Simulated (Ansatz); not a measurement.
The structure below was relaxed with PBEsol (Ansatz, a program for electronic structure, PAW, no spin-orbit coupling), at pressure 7.5 GPa.

```
CELL_PARAMETERS angstrom
      3.01994     0.00000     0.00000
      0.00000     3.01994     0.00000
      0.00000     0.00000     3.01994
ATOMIC_POSITIONS crystal
  Sc 0.50000 0.50000 0.50000
  Co 0.00000 0.00000 0.00000
```

### Question
Find the space group and the Wyckoff positions.

### Answer
Space group Pm-3m (No. 221); a = b = c = 3.020 Å, α = β = γ = 90.00°

```csv
atom,site,symmetry,x,y,z
Sc,1b,m-3m,0.5000,0.5000,0.5000
Co,1a,m-3m,0.0000,0.0000,0.0000
```

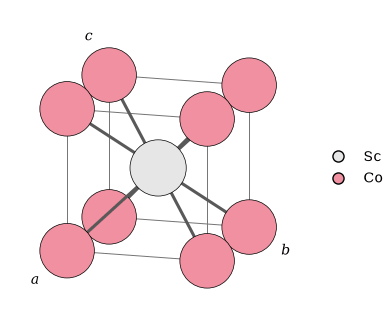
Figure: The conventional cell

Load acts through the strain it causes; cell and atoms are relaxed under it. No phonon test of stability was made. No other phases were tried under pressure. The final runs are not spin-polarised. The cell was made from ScCo in the CsCl type structure (space group Pm-3m, No. 221; non-magnetic) by this change: pressure 7.5 GPa.
